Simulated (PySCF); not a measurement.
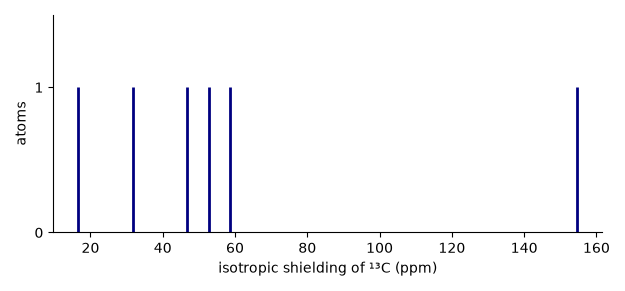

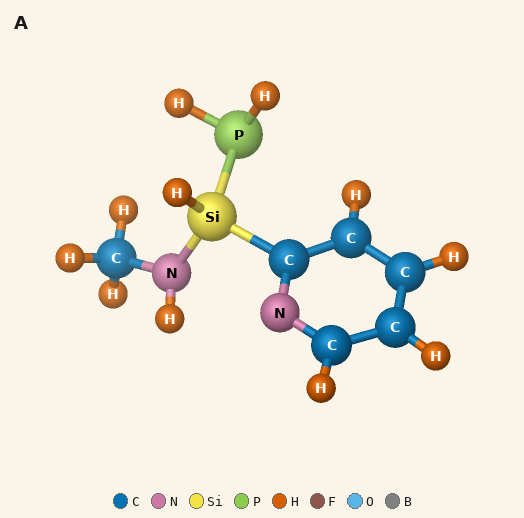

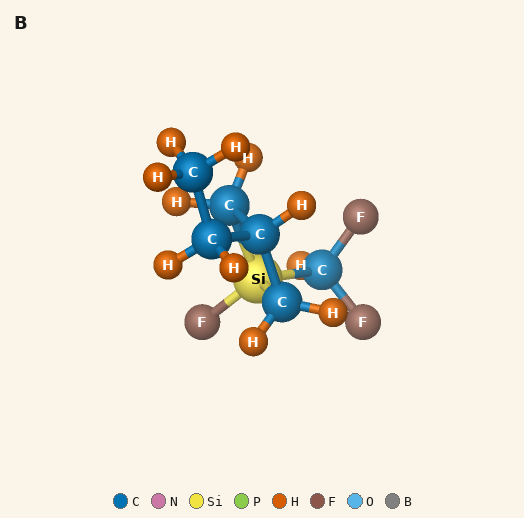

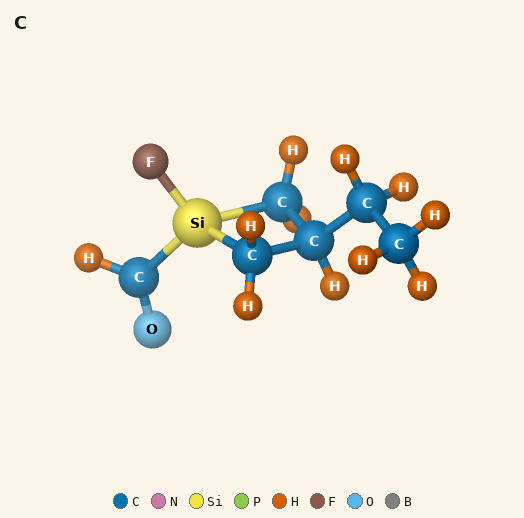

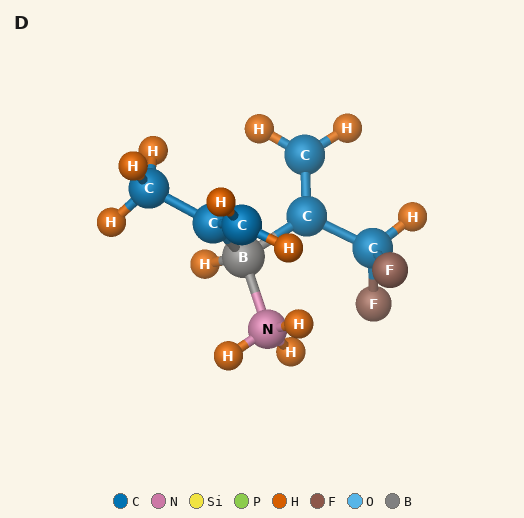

The sticks are computed shieldings of one of the molecules, for one fixed geometry (GFN2-xTB) without averaging over rotations. Low shielding means a high chemical shift. Method: GIAO PBE0/pcSseg-1 NMR shielding, non-relativistic, gas phase (PySCF 2.14.0).

**Which molecule gives this pattern?**

A, `CN[Si@H](P)c1ccccn1`. Its 6 C atoms give lines at 16.6, 31.7, 46.8, 52.9, 58.6, 154.6 ppm.

The geometry is semi-empirical. Around B, P, Si such bond lengths and angles can be off by a tenth of an ångström or more and by several degrees, and values that hang on the shape move with them.
